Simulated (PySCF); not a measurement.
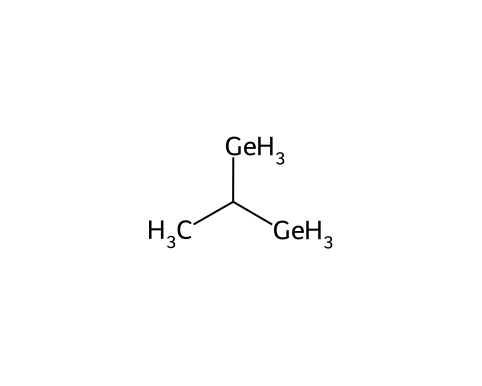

The drawing above gives the connectivity. The computed structure is the end point of a GFN2-xTB optimisation. No frequency run is at hand to confirm it as a minimum.

What does the molecule look like in three dimensions?

Formula C₂H₁₀Ge₂. SMILES: `C[CH]([GeH3])[GeH3]`. This geometry has Cs symmetry. Coordination: 2 C tetrahedral; 2 Ge tetrahedral.

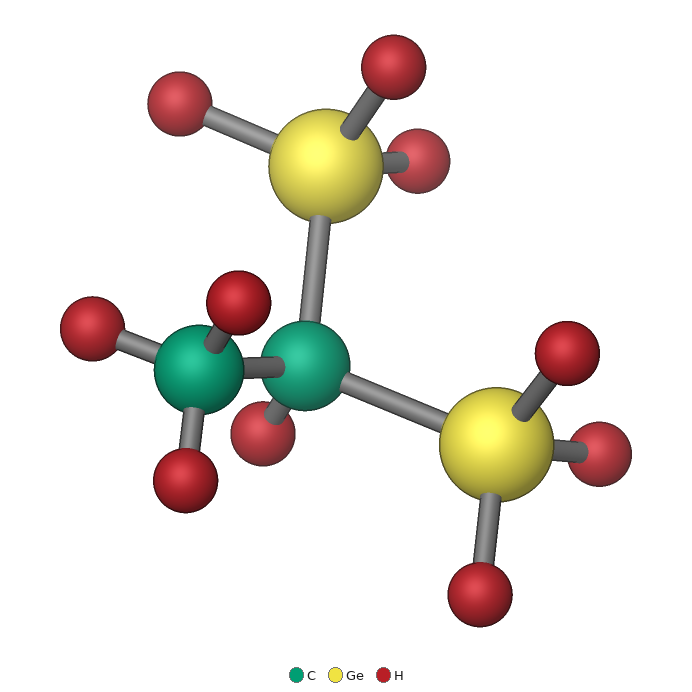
